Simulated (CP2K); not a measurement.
**BHOF2 (SMILES OB(F)F): PBE/DZVP-MOLOPT-SR-GTH (core potential)**

What is the vertical singlet–triplet gap of BHOF2 at PBE/DZVP-MOLOPT-SR-GTH (core potential)? 

The calculation is run with CP2K 2026.2.

3 further runs of the same task are left out: 2 that didn't finish, 1 set aside as unsound or not needed.

**1. The molecule**

BHOF2 has 5 atoms, charge 0, and is taken as a singlet. SMILES: `OB(F)F`. The coordinates come from a PBE0-D4/def2-TZVP relaxation.

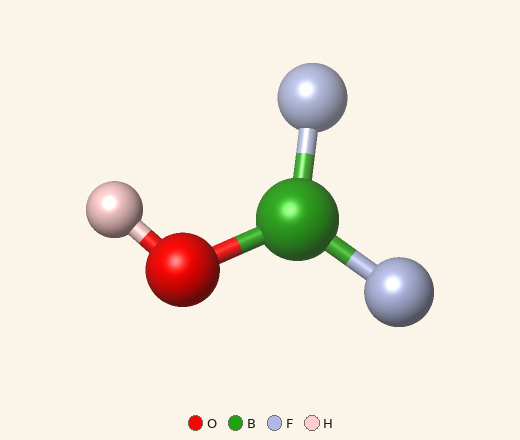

Viewed from a chosen angle; oxygen red, boron green, fluorine light blue, hydrogen pink.

**2. A single-point energy at PBE/DZVP-MOLOPT-SR-GTH (core potential)**

File molecule.xyz:

```xyz
5

O      0.038630     1.000750     0.174310
B      0.105760    -0.342460     0.137210
F      0.731030    -0.986880     1.100700
F     -0.439530    -1.051930    -0.843330
H     -0.435890     1.380520    -0.568880
```

File job.inp:

```
&GLOBAL
  PROJECT_NAME job
  RUN_TYPE ENERGY
  PRINT_LEVEL MEDIUM
&END

&FORCE_EVAL
  METHOD Quickstep
  &DFT
    BASIS_SET_FILE_NAME BASIS_MOLOPT
    POTENTIAL_FILE_NAME GTH_POTENTIALS
    &QS
      METHOD GPW
      EPS_DEFAULT 1.0E-10
    &END
    &MGRID
      CUTOFF 400
      REL_CUTOFF 50
      NGRIDS 4
    &END
    &POISSON
      PERIODIC NONE
      POISSON_SOLVER MULTIPOLE
    &END
    &SCF
      SCF_GUESS ATOMIC
      EPS_SCF 1.0E-06
      MAX_SCF 30
      &OT
        MINIMIZER DIIS
        PRECONDITIONER FULL_ALL
      &END
      &OUTER_SCF
        EPS_SCF 1.0E-06
        MAX_SCF 8
      &END
    &END
    &XC
      &XC_FUNCTIONAL PBE
      &END
    &END
    &PRINT
      &MOMENTS
        PERIODIC F
        REFERENCE COM
        MAX_MOMENT 1
      &END
      &MO_CUBES
        NLUMO 3
        NHOMO -1
        WRITE_CUBE F
      &END
      &HIRSHFELD OFF
      &END
    &END
  &END
  &SUBSYS
    &CELL
      ABC 8.2 9.4 8.9
      PERIODIC NONE
    &END
    &TOPOLOGY
      COORD_FILE_NAME molecule.xyz
      COORD_FILE_FORMAT XYZ
      &CENTER_COORDINATES
      &END
    &END
    &KIND O
      BASIS_SET DZVP-MOLOPT-SR-GTH-q6
      POTENTIAL GTH-PBE-q6
    &END
    &KIND B
      BASIS_SET DZVP-MOLOPT-SR-GTH-q3
      POTENTIAL GTH-PBE-q3
    &END
    &KIND F
      BASIS_SET DZVP-MOLOPT-SR-GTH-q7
      POTENTIAL GTH-PBE-q7
    &END
    &KIND H
      BASIS_SET DZVP-MOLOPT-SR-GTH-q1
      POTENTIAL GTH-PBE-q1
    &END
  &END
&END
```

Started as:

```console
$ OMP_NUM_THREADS=1 cp2k.psmp job.inp > job.out
```

Standard output:

```text
CP2K| version string:                                       CP2K version 2026.2
[...]
 GLOBAL| Method name                                                        CP2K
[...]
 GLOBAL| Run type                                                         ENERGY
[...]
 DFT| Spin restricted Kohn-Sham (RKS) calculation                            RKS
 DFT| Multiplicity                                                             1
[...]
 DFT| Charge                                                                   0
[...]
 FUNCTIONAL| PBE:
 QS| Method:                                                                 GPW
[...]
 QS| Density cutoff [a.u.]:                                                200.0
[...]
 QS| Relative density cutoff [a.u.]:                                        25.0
[...]
                             - Atoms:                                          5
[...]
                             - Spherical basis functions:                     57
[...]
 Number of electrons:                                                         24
[...]
     1 OT DIIS     0.15E+00    0.8     0.22352984       -65.2879292129 -6.53E+01
[...]
     2 OT DIIS     0.15E+00    0.8     0.00000065       -68.0930839379 -1.25E-10
  *** SCF run converged in     2 steps ***
[...]
  Overlap energy of the core charge distribution:               0.00000305877675
  Self energy of the core charge distribution:               -177.62098546628897
  Core Hamiltonian energy:                                     50.89058415859133
  Hartree energy:                                              72.98205423061005
  Exchange-correlation energy:                                -14.34473991956486
  Total energy:                                               -68.09308393787570
[...]
                     Mulliken Population Analysis
 #  Atom  Element  Kind  Atomic population                           Net charge
       1     O        1          6.203303                             -0.203303
       2     B        2          2.545125                              0.454875
       3     F        3          7.193574                             -0.193574
       4     F        3          7.209690                             -0.209690
       5     H        4          0.848308                              0.151692
 # Total charge                             24.000000                  0.000000
[...]
  Dipole moment [Debye]
    X= -0.8219374E+00 Y=  0.1222339E+01 Z= -0.1220650E+01  Total=      1.9130287
[...]
 HOMO - LUMO gap [eV] :    9.302294
 ENERGY| Total FORCE_EVAL ( QS ) energy [hartree]            -68.093083937875704
[...]
```

It took 27 s on 1 thread of Arm Neoverse V1, shared host; peak memory 0.58 GiB.

**3. The triplet at the same level**

File gas.inp:

```
&FORCE_EVAL
    METHOD QS
    &DFT
        BASIS_SET_FILE_NAME BASIS_MOLOPT
        POTENTIAL_FILE_NAME GTH_POTENTIALS
        MULTIPLICITY 3
        UNRESTRICTED_KOHN_SHAM T
        &QS
            METHOD GPW
            EPS_DEFAULT 1.0E-10
        &END QS
        &MGRID
            CUTOFF 400
            REL_CUTOFF 50
            NGRIDS 4
        &END MGRID
        &POISSON
            PERIODIC NONE
            POISSON_SOLVER MULTIPOLE
        &END POISSON
        &SCF
            SCF_GUESS ATOMIC
            EPS_SCF 1.0E-06
            MAX_SCF 40
            &OT
                MINIMIZER CG
                PRECONDITIONER FULL_SINGLE_INVERSE
            &END OT
            &OUTER_SCF
                EPS_SCF 1.0E-06
                MAX_SCF 10
            &END OUTER_SCF
        &END SCF
        &XC
            &XC_FUNCTIONAL PBE
            &END XC_FUNCTIONAL
        &END XC
        &PRINT
            &MOMENTS
                PERIODIC F
                REFERENCE COM
                MAX_MOMENT 1
            &END MOMENTS
            &MO_CUBES
                NLUMO 3
                NHOMO -1
                WRITE_CUBE F
            &END MO_CUBES
            &HIRSHFELD OFF
            &END HIRSHFELD
        &END PRINT
    &END DFT
    &SUBSYS
        &CELL
            ABC 8.2 9.4 8.9
            PERIODIC NONE
        &END CELL
        &COORD
            O      0.038630     1.000750     0.174310
            B      0.105760    -0.342460     0.137210
            F      0.731030    -0.986880     1.100700
            F     -0.439530    -1.051930    -0.843330
            H     -0.435890     1.380520    -0.568880
        &END COORD
        &TOPOLOGY
            &CENTER_COORDINATES
            &END CENTER_COORDINATES
        &END TOPOLOGY
        &KIND O
            BASIS_SET DZVP-MOLOPT-SR-GTH-q6
            POTENTIAL GTH-PBE-q6
        &END KIND
        &KIND B
            BASIS_SET DZVP-MOLOPT-SR-GTH-q3
            POTENTIAL GTH-PBE-q3
        &END KIND
        &KIND F
            BASIS_SET DZVP-MOLOPT-SR-GTH-q7
            POTENTIAL GTH-PBE-q7
        &END KIND
        &KIND H
            BASIS_SET DZVP-MOLOPT-SR-GTH-q1
            POTENTIAL GTH-PBE-q1
        &END KIND
    &END SUBSYS
&END FORCE_EVAL

&GLOBAL
    PROJECT gas
    RUN_TYPE ENERGY
    PRINT_LEVEL MEDIUM
&END GLOBAL
```

Started as:

```console
$ OMP_NUM_THREADS=1 cp2k.psmp -i gas.inp > gas.out 2>&1
```

Standard output:

```text
CP2K| version string:                                       CP2K version 2026.2
[...]
 GLOBAL| Method name                                                        CP2K
[...]
 GLOBAL| Run type                                                         ENERGY
[...]
 DFT| Spin unrestricted (spin-polarized) Kohn-Sham calculation               UKS
 DFT| Multiplicity                                                             3
[...]
 DFT| Charge                                                                   0
[...]
 FUNCTIONAL| PBE:
 QS| Method:                                                                 GPW
[...]
 QS| Density cutoff [a.u.]:                                                200.0
[...]
 QS| Relative density cutoff [a.u.]:                                        25.0
[...]
                             - Atoms:                                          5
[...]
                             - Spherical basis functions:                     57
[...]
 Number of electrons:                                                         13
[...]
     1 OT CG       0.80E-01    1.2     0.10629844       -65.3594888768 -6.54E+01
[...]
    12 OT CG       0.11E+00    1.3     0.00000093       -67.7603992365 -9.55E-11
  *** SCF run converged in    12 steps ***
[...]
  Overlap energy of the core charge distribution:               0.00000305877675
  Self energy of the core charge distribution:               -177.62098546628897
  Core Hamiltonian energy:                                     51.19488226229093
  Hartree energy:                                              72.97444676269073
  Exchange-correlation energy:                                -14.30874585396089
  Total energy:                                               -67.76039923649145
[...]
                     Mulliken Population Analysis
 #  Atom  Element  Kind  Atomic population (alpha,beta) Net charge  Spin moment
       1     O        1         3.294291     2.617256     0.088453     0.677035
       2     B        2         1.996002     1.046097    -0.042100     0.949905
       3     F        3         3.654132     3.448370    -0.102502     0.205763
       4     F        3         3.658763     3.473202    -0.131965     0.185561
       5     H        4         0.396811     0.415075     0.188114    -0.018264
 # Total charge and spin       13.000000    11.000000     0.000000     2.000000
[...]
  Dipole moment [Debye]
    X= -0.9018626E+00 Y=  0.3122671E+01 Z= -0.1275642E+01  Total=      3.4916604
[...]
 HOMO - LUMO gap [eV] :    0.126266
 ENERGY| Total FORCE_EVAL ( QS ) energy [hartree]            -67.760399236491452
[...]
```

It took 3.1 min on 1 thread of Arm Neoverse V1, shared host; peak memory 0.73 GiB.

**4. Outcome**

At PBE/DZVP-MOLOPT-SR-GTH (core potential):

| quantity | value |
| --- | --- |
| singlet: total energy | -68.09308 Eh |
| singlet: dipole moment | 1.91 D |
| singlet: HOMO energy | -8.96 eV |
| singlet: LUMO energy | 0.34 eV |
| singlet: HOMO–LUMO gap | 9.30 eV |
| triplet: total energy | -67.76040 Eh |
| triplet: dipole moment | 3.49 D |
| triplet: HOMO energy (highest over α and β) | -0.39 eV |
| triplet: ⟨S²⟩ | 2.004 |
| vertical energy of the triplet above the singlet | 9.053 eV |

At this shape the triplet lies 9.05 eV (209 kcal/mol) above the singlet.
